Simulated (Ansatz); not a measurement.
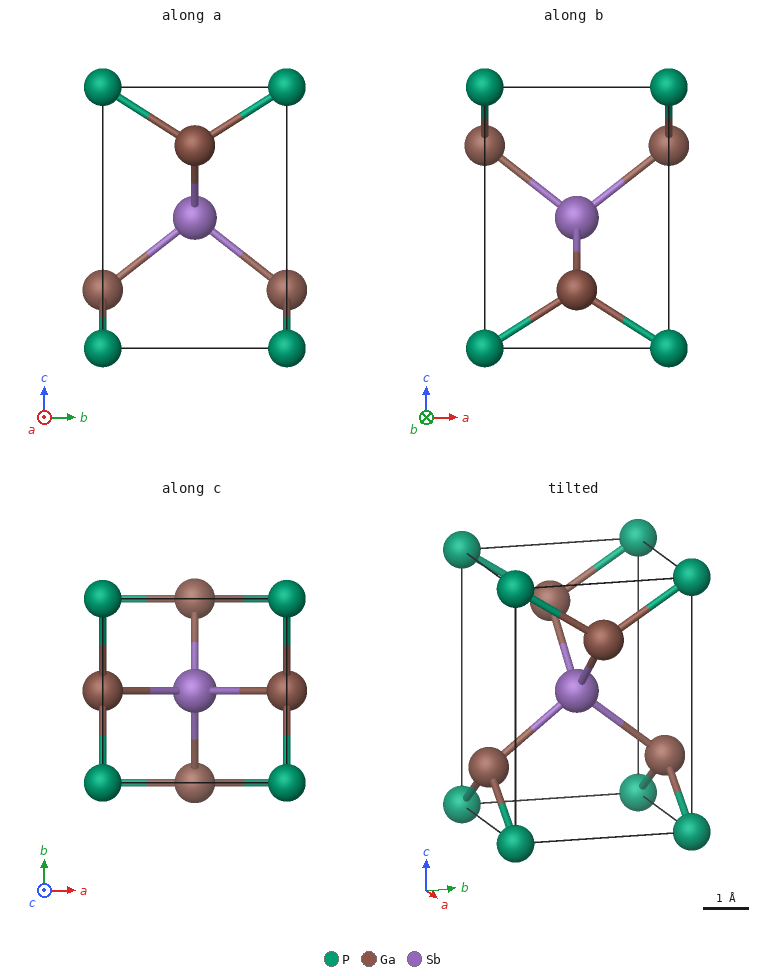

We look at a ball-and-stick model of the crystal along the a axis, along the b axis, along the c axis and slightly off an axis. The wireframe shows the conventional unit cell.

Lattice parameters: a = 4.140 Å, b = 4.140 Å, c = 5.874 Å, α = 90.00°, β = 90.00°, γ = 90.00°.

> Turn the picture into a table of Wyckoff sites, with free fractional coordinates to two decimals.

Space group P-4m2 (No. 115).
```
atom  site     x     y     z
   P    1a  0.00  0.00  0.00
  Ga    2g  0.00  0.50  0.78
  Sb    1c  0.50  0.50  0.50
```

Provenance: a structure type filled with these elements by a generator (whether the compound takes this form wasn't checked). A relaxation with Ansatz 0.2.0, DFT, PBE, plane waves, PAW gave the geometry drawn.
